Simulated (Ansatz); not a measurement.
```yaml
atoms:
  - { symbol: C, position_ang: [-1.8070, -0.5401, 1.6630] }
  - { symbol: C, position_ang: [-0.7630, 0.5052, 1.7015] }
  - { symbol: C, position_ang: [0.0485, 0.7090, 0.6275] }
  - { symbol: C, position_ang: [1.0836, 1.6916, 0.5676] }
  - { symbol: C, position_ang: [1.4159, 2.5634, 1.5576] }
  - { symbol: C, position_ang: [0.8028, 2.6873, 2.8733] }
  - { symbol: O, position_ang: [-2.5592, -0.7757, 2.5724] }
  - { symbol: O, position_ang: [1.1355, 3.4783, 3.7165] }
  - { symbol: Se, position_ang: [-0.6694, 1.4739, 3.2912] }
  - { symbol: H, position_ang: [-1.8457, -1.1096, 0.7002] }
  - { symbol: H, position_ang: [-0.1056, 0.0733, -0.2506] }
  - { symbol: H, position_ang: [1.6598, 1.7455, -0.3602] }
  - { symbol: H, position_ang: [2.2310, 3.2761, 1.3997] }
```

Geometry: PBE0-D3(BJ)/def2-SVP.

The calculation used Ansatz, isolated molecule in a Gaussian basis; Kohn-Sham density functional theory, functional PBE0.

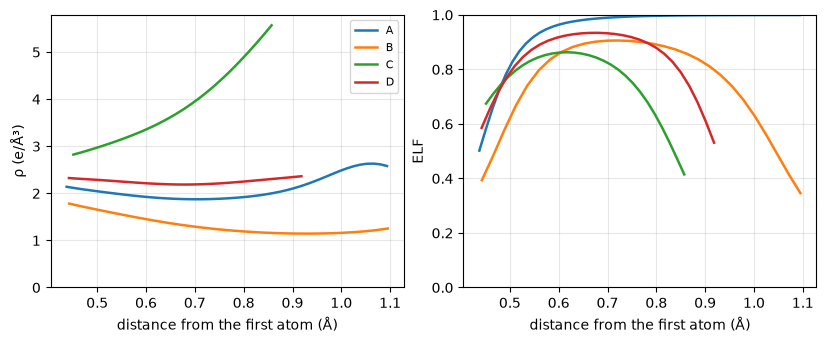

C$_{6}$H$_{4}$O$_{2}$Se (SMILES O=Cc1cccc(=O)[se]1). Total electron density and ELF along straight lines between neighbouring atoms. The curves leave out the atomic cores.

### Which curve belongs to which contact (C–C, C–H, C–O and C–Se)? The first atom named is at distance zero.

Curve A: C–H (1.09 Å): ρ is about 2 e/Å³ halfway; the ELF climbs to about 1 towards the hydrogen, as it does in any bond to H: an ordinary covalent bond to hydrogen. Curve B: C–Se (1.86 Å): ρ at the midpoint is about 1.1 e/Å³; the ELF peaks at about 0.90 between the atoms, as expected for a covalent bond. Curve C: C–O (1.20 Å): the density is about 3.4 e/Å³ at the midpoint; the ELF peaks at about 0.85 between the atoms (a multiple bond). Curve D: C–C (1.36 Å): the density is about 2.2 e/Å³ at the midpoint; the ELF peaks at about 0.95 between the atoms; localised, covalent bonding.
